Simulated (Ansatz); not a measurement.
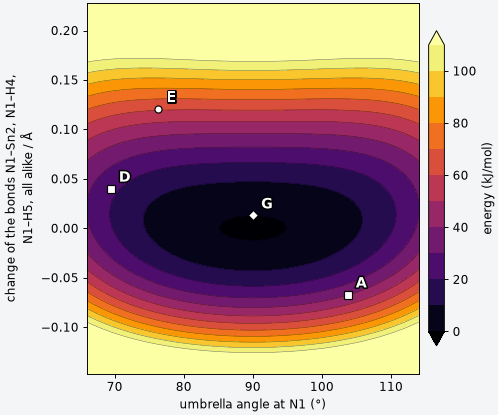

FH₂NSn, SMILES [NH2][Sn][F]. The first coordinate is: umbrella angle at N1 (between each of its bonds and their common axis; 90 is planar); the second: change of the bonds N1–Sn2, N1–H4, N1–H5, all alike. Nothing is relaxed (all other coordinates rigid). The scan uses a 15 × 15 grid; 120 points were computed and 105 follow by symmetry. Points are written as (first, second). All energies are given in kJ/mol relative to the lowest grid point. Level of theory: Ansatz 0.2.0, RKS CAM-B3LYP-D4/def2-TZVP.

The picture shows filled contours, one colour for all values above the top of the scale, lettered points. Between grid points the surface is interpolated.

### Is E the lowest point of the computed grid?

No. E lies 61 kJ/mol above the lowest grid point, which is at (90.0°, 0.013 Å).

### What kind of point is each of A, D, E, G: minimum, saddle, maximum or slope?

A: on a slope; D: on a slope; E: on a slope; G: minimum. (In these two coordinates alone; a stationary point may lie a little off the grid point.)
